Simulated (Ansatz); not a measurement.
**Phonon calculation of CH₉OSbSi₂**

The run: phonon calculation of CH₉OSbSi₂, SMILES [OH][Sb]([SiH3])[CH2][SiH3]. Method and program: RKS PBE0/def2-SVP (Ansatz 0.2.0).

It belongs to a series of runs on one base structure; here: vibrations at the highest image of the band. Figures and captions count atoms from 1; the log counts them from 0 in places.

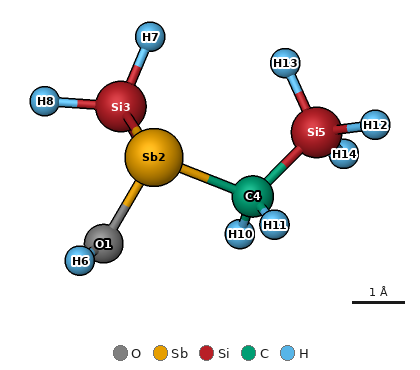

Fig. 1: The structure as given in the input (ball-and-stick view, seen at a tilt; atoms are numbered from 1 in the order of the input). Sticks mark near contacts. Bond lengths as drawn: C–H 1.10 Å, C–Sb 2.18 Å, C–Si 1.89 Å, H–O 0.96 Å, H–Si 1.49 to 1.50 Å, O–Sb 2.02 Å and Sb–Si 2.59 Å.

### Key numbers

| quantity | value |
| --- | --- |
| outcome | converged |
| total energy | −25505.8764 eV |
| mean-field energy | −25505.8764 eV |
| largest force (length of the vector) | 0.043 eV/Å |
| hardware | 2 threads of Arm Neoverse V1, 24 GiB of memory available, shared host |
| wall time | 5.9 min (CPU time 11 min) |
| peak memory | 0.38 GiB |

### The input
```yaml
crystal:
  periodic: [false, false, false]
  atoms:
    - { symbol: O, position_ang: [-2.302404, 1.433492, 0.518528] }
    - { symbol: Sb, position_ang: [-1.094006, -0.001054, 1.257515] }
    - { symbol: Si, position_ang: [0.894411, 1.651418, 1.087207] }
    - { symbol: C, position_ang: [-0.754909, -0.923307, -0.688484] }
    - { symbol: Si, position_ang: [0.904119, -1.77667, -0.962923] }
    - { symbol: H, position_ang: [-3.148825, 1.405318, 0.980064] }
    - { symbol: H, position_ang: [2.184303, 1.021575, 1.507831] }
    - { symbol: H, position_ang: [0.605485, 2.795386, 2.004588] }
    - { symbol: H, position_ang: [1.028046, 2.157926, -0.313322] }
    - { symbol: H, position_ang: [-0.890131, -0.095502, -1.402924] }
    - { symbol: H, position_ang: [-1.579579, -1.635923, -0.847306] }
    - { symbol: H, position_ang: [0.733399, -3.259669, -1.055413] }
    - { symbol: H, position_ang: [1.856075, -1.510409, 0.164309] }
    - { symbol: H, position_ang: [1.551214, -1.291984, -2.220868] }
basis:
  gaussian: { orbitals: def2-SVP }
hamiltonian:
  xc: pbe0
phonons: {}
```

Launched with:
```bash
ansatz run input.yaml --threads 2 --pin off --max-ram 3072MiB --backend cpu --events-out ev --progress --plain --runs-dir out
```

### Log
```
Engine: ansatz 0.2.0, aarch64-unknown-linux-gnu
Functional definition: PBE0
  parameter a = 0.25
  parameter kappa = 0.804
  parameter beta = 0.06672455060314922
  exchange = (1 - a)*pbe_x(kappa = kappa, mu = beta*pi^2/3) + a*exact_x
  correlation = pbe_c(beta = beta)
1516 factors; integrals over basis functions are off by at most 3.2e-4 eV
mean field evaluation 1: about -25497.2556 eV, gradient 6.3e1 eV
mean field evaluation 2: about -25471.3315 eV, gradient 1.2e2 eV
mean field evaluation 4: about -25505.5950 eV, gradient 1.0e1 eV
mean field evaluation 8: about -25505.8759 eV, gradient 4.0e-1 eV
mean field evaluation 16: about -25505.8764 eV, gradient 5.4e-5 eV
mean field -25505.87641558 eV, -937.3236697686 hartree, gradient 5.4e-5 eV, S^2 0.000000; 0 other end points of the search recorded, 0 dependent functions left out
the calculation of the forces begins
reference -25505.87644816 eV, -937.3236709658 hartree; 37, 37 occupied and 98, 98 virtual orbitals, 1516 factors
these checks for a lower state are left out or cut short: stability, starts, cluster_reference, orbital_swaps, neighbouring_geometries, increment
1516 factors; integrals over basis functions are off by at most 3.2e-4 eV
mean field -25505.87623366 eV, -937.3236630830 hartree, gradient 2.5e-6 eV, S^2 0.000000; 0 other end points of the search recorded, 0 dependent functions left out
[... from here on the field's lines of each further geometry are left out, up to the last ...]
the calculation of the forces begins
reference -25505.87641990 eV, -937.3236699272 hartree; 37, 37 occupied and 98, 98 virtual orbitals, 1516 factors
these checks for a lower state are left out or cut short: stability, starts, cluster_reference, orbital_swaps, neighbouring_geometries, increment
1516 factors; integrals over basis functions are off by at most 3.2e-4 eV
mean field -25505.87636139 eV, -937.3236677771 hartree, gradient 2.6e-6 eV, S^2 0.000000; 0 other end points of the search recorded, 0 dependent functions left out
the calculation of the forces begins
reference -25505.87639397 eV, -937.3236689744 hartree; 37, 37 occupied and 98, 98 virtual orbitals, 1516 factors
WARN: phonons: 4 modes above zero are rigid motions of the cell's bodies and no vibrations: the zero-point energy, free energy, entropy and heat capacity leave them out. With what each would have added to F at 1000 K, by the weight of its row in the mesh: 0.05 cm⁻¹ (-0.817 eV; rigid weight 1.000, of which rotation 0.000), 0.08 cm⁻¹ (-0.779 eV; rigid weight 1.000, of which rotation 0.002), 1.91 cm⁻¹ (-0.508 eV; rigid weight 0.812, of which rotation 0.804), 3.97 cm⁻¹ (-0.445 eV; rigid weight 0.936, of which rotation 0.936). A body is a set of atoms that hang together within twice the van der Waals contact; here: 14 atoms, out of reach of every periodic image. What nothing holds moves and turns at no cost, which is at zero frequency: what stands here is left by the forces on the atoms, the periodic images, the SCF threshold and the grid, and changes its size and its sign with the last two. The forces' share comes down as the geometry is relaxed further. The table is the vibrational part alone. If the cell is meant as a crystal, declare phonons.rigid_motions: translations: the three translations of the whole cell alone are then left out. The least rigid weight left out is 0.81192 and the largest kept is 0.33106. The rigid motions are mixed with soft vibrations: those modes' frequencies are not settled, nor the sums by as much as one such mode adds.
WARN: phonons: modes at or below zero, which the zero-point energy, F, S and C_V leave out: 2, the lowest at -126.50 cm⁻¹. A minimum has none, and a first-order saddle one
Total energy: -25505.87644816 eV, -937.3236709658 hartree
Atom 0 at    -2.302404     1.433492     0.518528 Å, force    -0.011651    -0.006286     0.011382 eV/Å
Atom 1 at    -1.094006    -0.001054     1.257515 Å, force     0.007948    -0.016584     0.002712 eV/Å
Atom 2 at     0.894411     1.651418     1.087207 Å, force     0.000782     0.003805     0.003857 eV/Å
Atom 3 at    -0.754909    -0.923307    -0.688484 Å, force    -0.015184     0.039010    -0.011147 eV/Å
Atom 4 at     0.904119    -1.776670    -0.962923 Å, force     0.033408    -0.026109    -0.002397 eV/Å
Atom 5 at    -3.148825     1.405318     0.980064 Å, force     0.003623    -0.000994     0.000363 eV/Å
Atom 6 at     2.184303     1.021575     1.507831 Å, force     0.001910     0.001076     0.000821 eV/Å
Atom 7 at     0.605485     2.795386     2.004588 Å, force    -0.002888     0.002853    -0.005208 eV/Å
Atom 8 at     1.028046     2.157926    -0.313322 Å, force     0.000757    -0.002259    -0.004517 eV/Å
Atom 9 at    -0.890131    -0.095502    -1.402924 Å, force     0.002746    -0.003523    -0.004245 eV/Å
Atom 10 at    -1.579579    -1.635923    -0.847306 Å, force     0.002717     0.001616    -0.002110 eV/Å
Atom 11 at     0.733399    -3.259669    -1.055413 Å, force    -0.013424     0.008639     0.003585 eV/Å
Atom 12 at     1.856075    -1.510409     0.164309 Å, force    -0.008817     0.006107     0.001676 eV/Å
Atom 13 at     1.551214    -1.291984    -2.220868 Å, force    -0.001927    -0.007350     0.005228 eV/Å
Dipole moment:    -0.230008    -0.203406     0.170240 e Å
Vibrations: -126.50 -2.66 85.50 103.98 120.14 139.17 146.71 209.05 306.86 452.61 487.47 493.73 541.25 590.55 691.49 722.41 739.45 850.72 909.19 927.23 934.26 936.16 946.40 951.41 978.14 1029.39 1382.78 2205.94 2216.64 2226.65 2230.19 2232.91 2237.66 3088.35 3162.90 3883.49 cm⁻¹, zero-point energy 2.427658 eV
```

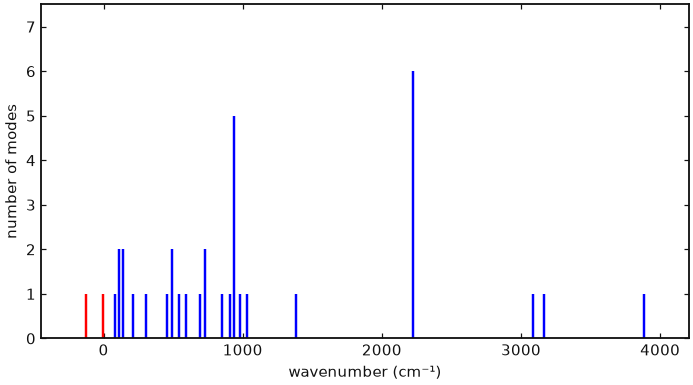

Fig. 2: Harmonic vibrational wavenumbers from the force constants; neighbouring modes closer than 18 cm⁻¹ are counted in one stick, and imaginary ones are drawn at negative wavenumbers. 36 modes from 126i to 3883 cm⁻¹, 1 imaginary beyond 8i (126i cm⁻¹): a first-order saddle point, if the geometry is stationary.
